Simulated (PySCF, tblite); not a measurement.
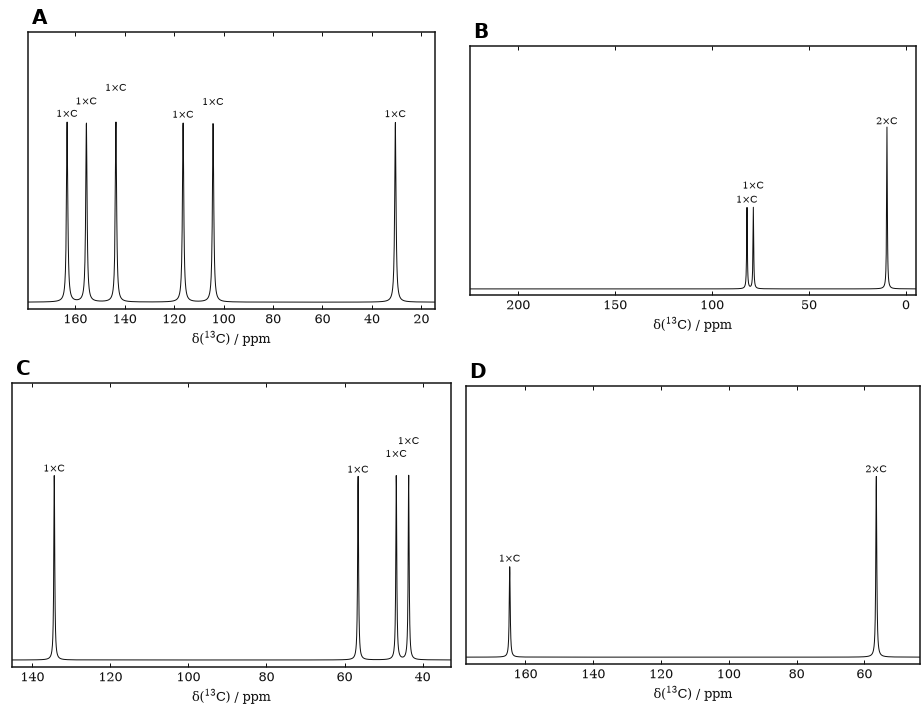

GIAO shifts, PBE0/pcSseg-1, PySCF 2.14.0, at a GFN2-xTB geometry (a minimum by its frequencies), against TMS for ¹³C computed at the same level. Gas phase, fully decoupled, line heights follow the number of nuclei, widths are arbitrary (no quadrupolar broadening); values of one conformer, averaged over methyl-type rotors and exact or near symmetry; other conformers aren't averaged in.

Pair each panel with its molecule.
1. C₄H₆F₂, SMILES FCC1(F)CC1
2. C₄H₆BF₃S₂, SMILES FC(F)(F)C[C@H]1CSBS1
3. C₆H₈N₂, SMILES CNc1ccccn1
4. C₃H₆O₃ (dimethyl carbonate), SMILES COC(=O)OC

A: 3 (163.3 (1 C), 155.5 (1 C), 143.5 (1 C), 116.4 (1 C), 104.3 (1 C), 30.5 (1 C) ppm)
B: 1 (82.0 (1 C), 78.7 (1 C), 9.7 (2 C) ppm)
C: 2 (134.4 (1 C), 56.5 (1 C), 46.7 (1 C), 43.6 (1 C) ppm)
D: 4 (164.7 (1 C), 56.5 (2 C) ppm)

Limits of at least one run: the tight-binding geometry is rougher than a DFT one and adds to the error.
